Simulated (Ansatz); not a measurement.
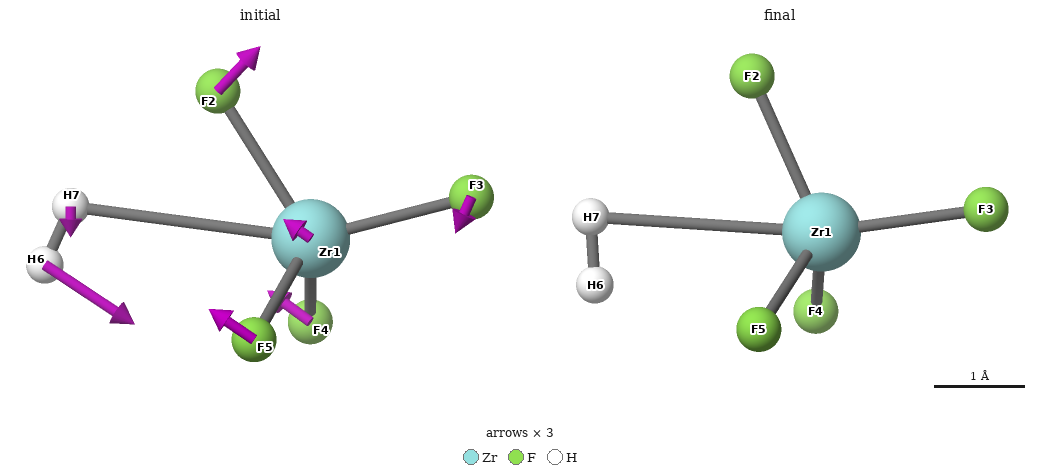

The structure of ZrH2F4 before (left) and after (right) a relaxation, at one scale. The purple arrows give the displacements, magnified 3 times.

A ball-and-stick model, seen at a tilt.

The run prepares an end point of a later path (reaction) calculation, from a guessed geometry.

Theory: Ansatz, RKS r2SCANh-D4/def2-SVP. Settings: no spin polarisation; force threshold 0.03 eV/Å; at most 50 steps.

Q: What changed between the two?

A: H6 moves most after the best rigid fit: 0.41 Å. Largest moves by element: H 0.41 Å, F 0.24 Å, Zr 0.13 Å. Some distances before and after: Zr1–H7 2.752 → 2.632 Å, Zr1–F2 1.946 → 1.905 Å, H6–H7 0.718 → 0.759 Å, Zr1–F4 1.896 → 1.901 Å. The energy falls by 11.4 kJ/mol in 9 accepted moves (10 points after the start). The largest force component goes from 1.4 to 0.0016 eV/Å. The line search rejected the trial step at point 8 of the run. The forces were under the threshold at step 7, but the run went on from there.
